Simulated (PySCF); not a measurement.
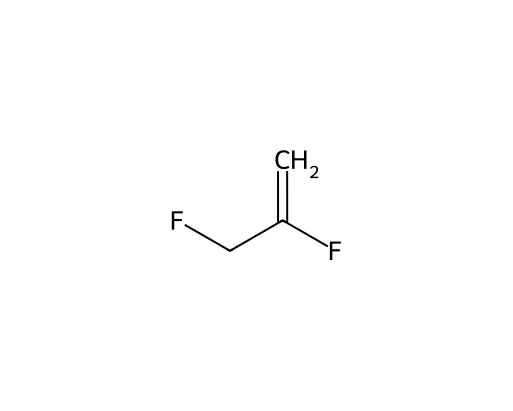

The computed structure is the end point of a PBE0-D3(BJ)/def2-SVP optimisation. No frequency run is at hand to confirm it as a minimum. Properties computed with CAM-B3LYP/def2-SVPD, gas phase (PySCF 2.14.0). Excitations: vertical, linear response.

Question: What is the LUMO energy (Kohn–Sham orbital)?

Answer: 1.20 eV.

Question: Give the HOMO energy (Kohn–Sham orbital) at this level.

Answer: −9.11 eV.

Question: What is the mean static polarisability?

Answer: 39.8 bohr³.

Question: Give the lowest vertical singlet excitation at this level.

Answer: 7.39 eV.
